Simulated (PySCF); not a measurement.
C4H5F3O2 (SMILES CCOC(=O)C(F)(F)F)

```
atom    x (Å)    y (Å)    z (Å)
   C  -1.9906  -0.1456  -0.7942
   C  -1.2432  -0.1541   0.5292
   O   0.1462  -0.4761   0.3330
   C   0.9541   0.5054   0.0130
   O   0.6986   1.6648  -0.1162
   C   2.3898  -0.0730  -0.1836
   F   2.8049  -0.7302   0.9052
   F   3.2750   0.8861  -0.4391
   F   2.4203  -0.9373  -1.2059
   H  -1.6127   0.6463  -1.4363
   H  -1.8711  -1.0999  -1.3005
   H  -3.0464   0.0277  -0.6088
   H  -1.6146  -0.9366   1.1923
   H  -1.3109   0.8219   1.0184
```

Geometry: GFN2-xTB.

The calculation used PySCF, PBE0/pcSseg-1, SCF density, gas phase, non-relativistic.

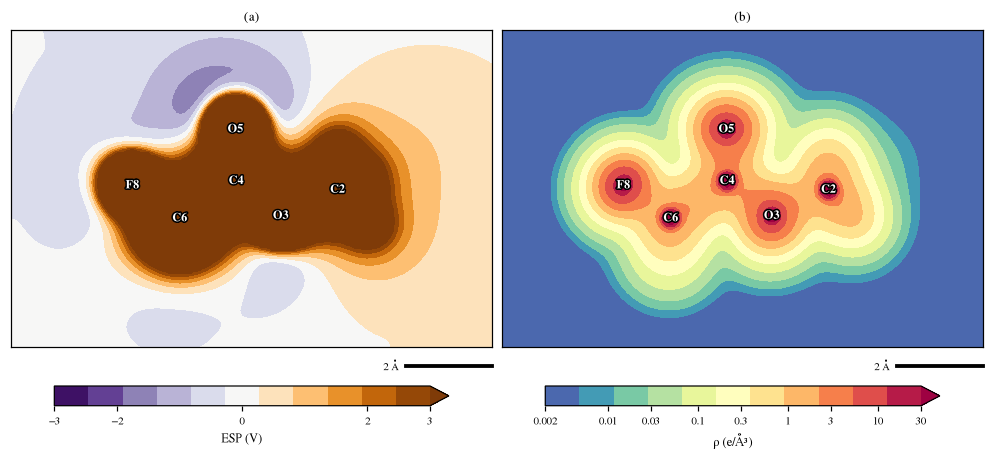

Figure 1. (a) electrostatic potential; (b) electron density on the plane of atoms O3, C4 and O5.

What do the fields say about this system?

Answer. Atoms in the plane: C, O and F. C–O (1.19 Å): ρ at the midpoint is about 3.4 e/Å³. C–F (1.33 Å): ρ at the midpoint is about 2.4 e/Å³. C–O (1.31 Å): ρ at the midpoint is about 2.6 e/Å³. C–C (1.56 Å): ρ at the midpoint is about 1.7 e/Å³. Outside the dense part of the molecule the potential is most negative (−1.6 V) near O5.

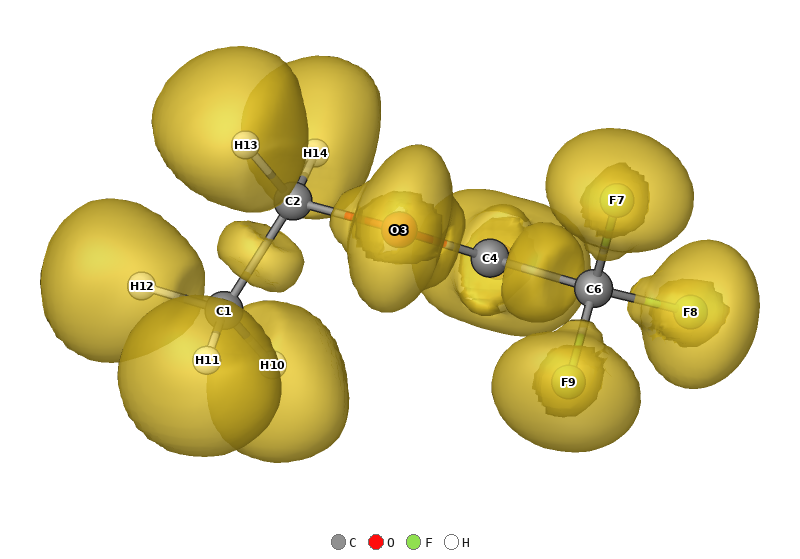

Figure 2. Isosurface of the electron localisation function at 0.75 (yellow), seen at a tilt. Core shells and regions of very low density are left out.

Describe the localisation domains.

Answer. The ELF exceeds this value in two regions between bonded C–C atoms (shared pairs), five regions around hydrogen nuclei, three regions on F in which the atom's valence shell and bonds are merged and two regions on O in which the atom's valence shell and bonds are merged.


C–O (1.19 Å): the ELF peaks at about 0.85 between the atoms; a multiple bond. C–F (1.33 Å): the ELF peaks at about 0.85 between the atoms, as expected for a shared but strongly polarised pair.

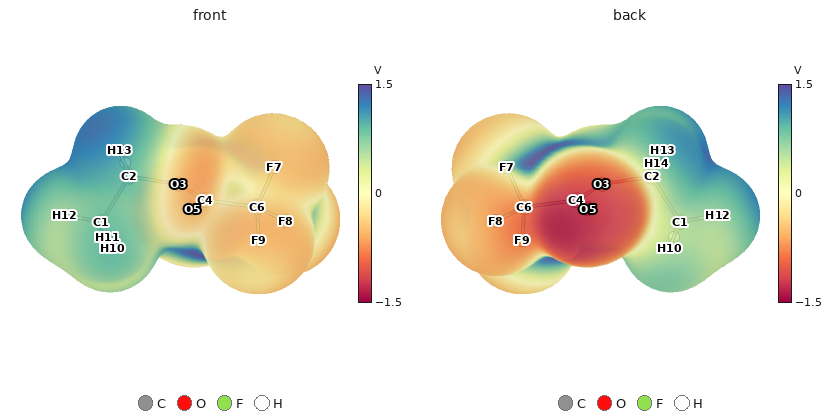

Figure 3. The molecular electrostatic potential painted on the density surface at 0.002 e/bohr³, seen from the front and from behind; red is negative and blue positive.

Describe the electrostatic potential map.

Answer. The most negative region (about −1.4 V, or −32 kcal/mol for a unit charge) lies over O5, the most positive (about +1.4 V, or +32 kcal/mol for a unit charge) over the π face of C4 and C6. O5 is the likeliest acceptor of a hydrogen bond.

What dipole moment does the calculation give?

Answer. Its dipole moment is 3.41 D.
